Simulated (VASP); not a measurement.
Band structure of SrTe (rock salt). These are modified Becke-Johnson potential (mBJ) with spin-orbit coupling, VASP's PBE PAW potentials (set 64) (plane waves; VASP) values and carry that method's errors.

mBJ is a potential without an energy functional, so only the levels count.

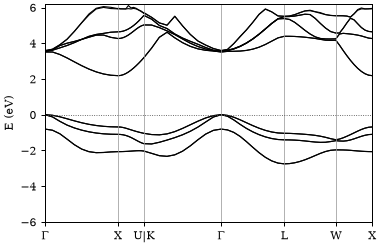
*Bands along high-symmetry lines, zero at the valence-band maximum or, without a gap, the Fermi level*

Task: Read the plot: is there a gap, and where are the band edges?

Result: The gap is indirect, 2.19 eV, from the valence maximum at Γ to the conduction minimum at X.

The compound is SrTe in the rock salt structure. It was relaxed first. The cell's shape comes from a PBE relaxation.
